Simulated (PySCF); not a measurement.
## Single-point calculation of COP (charge −1)

The run: single-point calculation of COP, charge −1, SMILES [O-]C#P. Method and program: r2SCAN/STO-3G, RKS (PySCF 2.14.0).

The geometry comes from this level: GFN2-xTB.

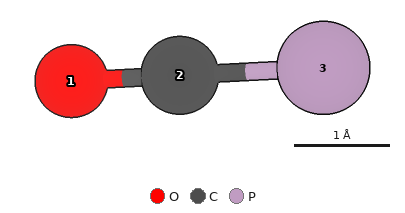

**Figure 1.** The input geometry (ball-and-stick view, seen at a tilt; atoms are numbered from 1 in the order of the input).

### Input (job.py)
```python
from pyscf import gto, dft

system = gto.M(
    atom='''
O      1.468771     1.753023     1.000213
C      0.144583     0.171209     0.098568
P     -1.613354    -1.924214    -1.098781
''',
    charge=-1,
    unit='bohr',
    max_memory=1860,
    verbose=3,
    basis='sto-3g',
    spin=0,
)

calc0 = dft.RKS(system, xc='r2scan')
calc0.grids.level = 5
calc0.conv_tol = 1e-10
calc0.kernel()
if not calc0.converged:
    calc0 = calc0.newton().run(calc0.mo_coeff, calc0.mo_occ)

e_final = calc0.e_tot
print('Final energy', e_final)
```

Machine: 1 thread of Intel Xeon @ 2.90GHz (Ice Lake), 16 GiB of memory available, shared host.

Launch command:
```bash
OMP_NUM_THREADS=1 python job.py
```

### Log
```
converged SCF energy = -449.076252628875
Final energy -449.07625262887524
```

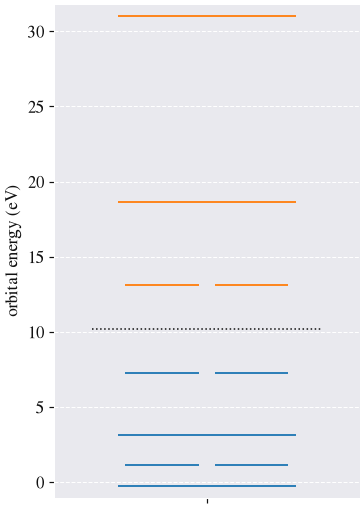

**Figure 2.** Orbital energies near the frontier; the dotted line parts filled from empty levels, and levels within 0.02 eV of each other stand side by side. Highest filled 7.27 eV, lowest empty 13.14 eV, 5.87 eV apart.

### Summary

```json
{"quantity": "outcome", "value": "converged"}
{"quantity": "total energy", "value": "−449.076253 hartree"}
{"quantity": "basis functions", "value": "19"}
{"quantity": "HOMO", "value": "7.27 eV"}
{"quantity": "LUMO", "value": "13.14 eV"}
{"quantity": "wall time", "value": "4.5 s"}
{"quantity": "peak memory", "value": "0.2 GiB"}
```

The record of the run, not the program, notes: dipole of an ion depends on the origin.
